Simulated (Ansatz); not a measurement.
The calculation's input:

```
crystal:
  lattice:
    - [0.0, 4.4811419842, 4.4811419842]
    - [4.4811419842, 0.0, 4.4811419842]
    - [4.4811419842, 4.4811419842, 0.0]
  atoms:
    - { symbol: Sc, position: [0.5, 0.5, 0.0], spin: 0.67 }
    - { symbol: Sc, position: [0.5, 0.0, 0.5], spin: 0.67 }
    - { symbol: Sc, position: [0.0, 0.0, 0.5], spin: 0.67 }
    - { symbol: Sc, position: [0.0, 0.5, 0.0], spin: 0.67 }
    - { symbol: Sc, position: [0.0, 0.5, 0.5], spin: 0.67 }
    - { symbol: Sc, position: [0.5, 0.0, 0.0], spin: 0.67 }
    - { symbol: Hg, position: [0.0, 0.0, 0.0] }
basis:
  ecutwfc: 420
kpoints:
  mp_grid: { grid: [8, 8, 8] }
  band_path:
    path:
      - [[0.0, 0.0, 0.0], [0.5, 0.0, 0.5], [0.625, 0.25, 0.625]]
      - [[0.375, 0.375, 0.75], [0.0, 0.0, 0.0], [0.5, 0.5, 0.5], [0.5, 0.25, 0.75], [0.5, 0.0, 0.5]]
    npoints: 14
hamiltonian:
  xc: pbe
scf:
  occupations: { method: gaussian, width: 0.1 }
  n_extra_bands: 17
output:
  forces: true
  stress: true
  eigenvalues: true
  populations: true
  dos: { projected: true, de: 0.02, nscf_kmesh: { grid: [10, 10, 10] } }
  bader: true
  write_density: true
  write_potential: true
  elf: true
  volumetric_format: npy
magnetization:
  spin_polarized: true
checkpoint:
  read: start.run
  write: ck
  compress: false
  write_wavefunctions: false
  write_every: 100000
```

Launched as:

```sh
ansatz run input.yaml --threads 1 --pin off --max-ram 2560MiB --backend cpu --events-out ev --progress --plain --runs-dir out
```

Below, planes, directions and counts refer to the conventional cell (a = 8.96 Å, b = 8.96 Å, c = 8.96 Å, α = 90.00°, β = 90.00°, γ = 90.00°).

Space group Fm-3m; a structure generated by program, which may or may not match a known phase; spin-polarised.

All numbers below come from Ansatz, DFT PBE, scalar-relativistic, plane waves, PAW.

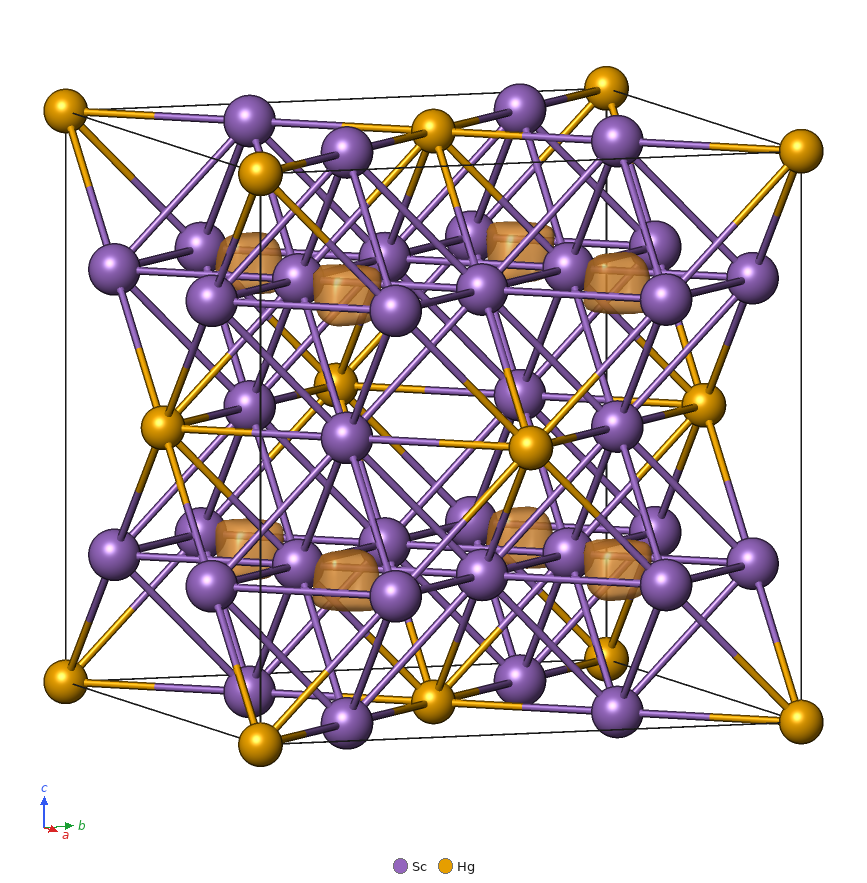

Sc₆Hg. Isosurface of the electron localisation function at 0.7 (orange), seen slightly off an axis. Core shells and regions of very low density are left out. Sticks mark near contacts.

> Identify the bonds, lone pairs and shells in this picture.

The surface consists of eight pockets between the atoms, centred on no nucleus (multi-centre or interstitial), counted in one cell of 28 atoms. Any copies at cell faces, edges or corners count once. Profiles from the grid: Sc–Sc (3.17 Å): the ELF is about 0.25 at the midpoint; no shared electron pair shows on this line. Sc–Hg (3.17 Å): the ELF is about 0.35 at the midpoint.
